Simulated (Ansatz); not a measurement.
# Effect of S → W on SnS

Base system: SnS in the zinc blende structure (space group F-43m, No. 216; a = 6.416 Å; a cell from a computed database, its experimental status unchecked).

Perturbation: full substitution S → W; the structure is relaxed again.

All numbers come from PBEsol in Ansatz (plane waves to 420 eV, PAW, spin-orbit coupling left out). Γ-centred 13×13×13 mesh, Fermi–Dirac width 0.05 eV.

The volume per atom drops by 4.62 Å³, from 33.02 Å³ to 28.40 Å³ and the density goes up by 5.05 g/cm³ (3.79 g/cm³ → 8.84 g/cm³). The lattice parameter a decreases by 31.4 pm to 610.2 pm and the space group stays F-43m (No. 216). The shortest interatomic distance decreases by 13.6 pm, from 277.8 pm to 264.2 pm and the band gap stays zero.

Final structure:

```yaml
crystal:
  lattice:
    - [0.00000, 3.05101, 3.05101]
    - [3.05101, 0.00000, 3.05101]
    - [3.05101, 3.05101, 0.00000]
  atoms:
    - { symbol: Sn, position: [0.00000, 0.00000, 0.00000] }
    - { symbol: W, position: [0.75000, 0.75000, 0.75000] }
```

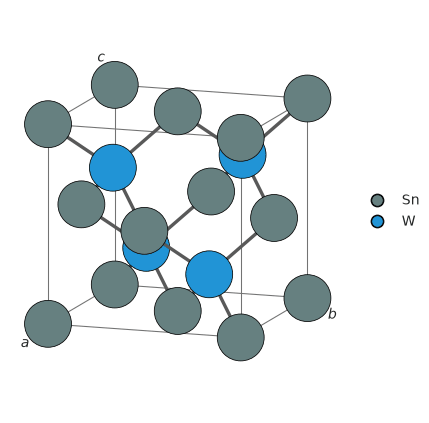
Figure: The relaxed conventional cell after the change

With W present, leaving out spin-orbit coupling can change the band edges. Stability against distortions was not tested. As relaxed here, SnW is a hypothetical phase, not in the database extracts checked. All final runs are without spin polarisation. SnW has a high density of states at the Fermi level and may be magnetic at this level. A zero or small gap of SnS can be the functional's error rather than a property of the material.

Ansatz is an electronic-structure program.
